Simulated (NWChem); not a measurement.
# BP86-D2/DGauss-DZVP (esp esp) run of ClF (chlorine monofluoride)

What is the vertical singlet–triplet gap of ClF (chlorine monofluoride) at BP86-D2/DGauss-DZVP (esp esp)? 

The calculation is run with NWChem 7.3.0.

### 1 The system as given

ClF has 2 atoms, charge 0, and is taken as a singlet. As SMILES, `FCl`. The shape is that of a GFN2-xTB optimisation.

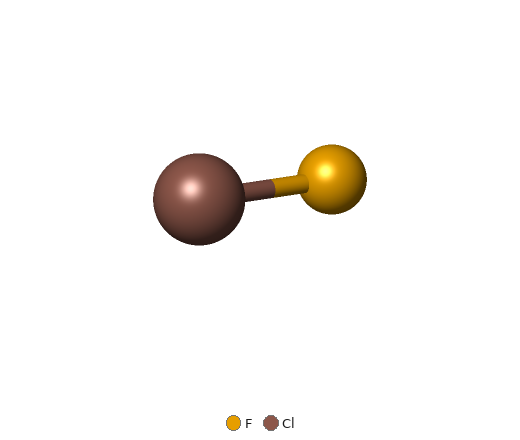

The structure, seen from a chosen angle (fluorine amber, chlorine brown).

### 2 A single-point energy at BP86-D2/DGauss-DZVP (esp esp)

File clf.nw:

```
start clf
title "chlorine monofluoride"
memory total 2200 mb

geometry units angstroms noautoz
 F     0.000000    0.000000    0.000000
 Cl    0.000000    0.000000    1.682250
end

basis spherical
 * library "dzvp (dft orbital)"
end

dft
 xc becke88 perdew86
 mult 1
 disp vdw 2
 grid medium
 direct
 print low
end

esp
 recalculate
end

task dft
task esp
```

Run with:

```sh
$ nwchem clf.nw > clf.out
```

Output:

```text
[...]
 Group name             C4v
[...]
 d= 0,ls=0.0,diis     1   -559.9435556268 -6.08D+02  2.86D-02  3.31D-01     0.3
[...]
 d= 0,ls=0.0,diis     9   -559.9766234024 -1.66D-08  3.98D-06  7.29D-08     1.1
         Total DFT energy =     -559.976623402382
      One electron energy =     -869.599134046426
           Coulomb energy =      300.083838476672
    Exchange-Corr. energy =      -38.589791107093
 Nuclear repulsion energy =       48.128470261230
    Dispersion correction =       -0.000006986765
[...]
 Dipole moment                                  0.427138
 Quadrupole moment Qxx                          0.000000
                   Qyy                          0.000000
                   Qzz                          0.000000
[...]
```

It took 1.7 s on 1 thread of Intel Xeon at 2.80GHz (Skylake/Cascade Lake), shared host; peak memory 0.18 GiB.

### 3 The triplet

File clf.nw:

```
start clf
title "ClF energy"
memory total 2200 mb

geometry noautosym nocenter noautoz
 F      0.000000     0.000000     0.000000
 Cl     0.000000     0.000000     1.682250
end

basis spherical
 * library "dzvp (dft orbital)"
end

dft
 xc becke88 perdew86
 mult 3
 disp vdw 2
 grid medium
 direct
 maxiter 150
 noprint "final vectors analysis"
end

esp
 recalculate
end

task dft energy
task esp
```

Run with:

```sh
$ nwchem clf.nw > clf.out
```

Output:

```text
[...]
          Wavefunction type:  spin polarized.
          No. of atoms     :     2
          No. of electrons :    26
[...]
          Charge           :     0
          Spin multiplicity:     3
[...]
          AO basis - number of functions:    32
[...]
              XC Information
              --------------
                    Becke 1988 Exchange Functional  1.000
                Perdew 1981 Correlation Functional  1.000 local
                Perdew 1986 Correlation Functional  1.000 non-local
[...]
 d= 0,ls=0.0,diis     1   -559.8212705487 -6.08D+02  1.59D-02  1.11D-01     0.3
[...]
 d= 0,ls=0.5,diis    25   -559.8778179620 -3.03D-07  4.42D-08  6.12D-07     4.0
[...]
         Total DFT energy =     -559.877818162936
      One electron energy =     -869.640308171683
           Coulomb energy =      300.251871137214
    Exchange-Corr. energy =      -38.617844402931
 Nuclear repulsion energy =       48.128470261230
    Dispersion correction =       -0.000006986765
[...]
      <S2> =      2.0021 (Exact =     2.0000)
[...]
 Dipole moment                                  0.452554
 Quadrupole moment Qxx                          0.000000
                   Qyy                          0.000000
                   Qzz                          0.000000
[...]
```

Wall time 4.8 s (1 thread of Intel Xeon at 2.80GHz (Skylake/Cascade Lake), shared host); peak memory 0.18 GiB.

### 4 What came out

Level: BP86-D2/DGauss-DZVP (esp esp).

| quantity | value |
| --- | --- |
| singlet: total energy | -559.97662 Eh |
| singlet: dispersion energy | -0.02 kJ/mol |
| triplet: total energy | -559.87782 Eh |
| triplet: dipole moment | 1.08 D |
| triplet: dispersion energy | -0.02 kJ/mol |
| triplet: ⟨S²⟩ | 2.002 |
| vertical energy of the triplet above the singlet | 2.689 eV |

**Reading.** At this shape the triplet lies 2.69 eV (259 kJ/mol) above the singlet.
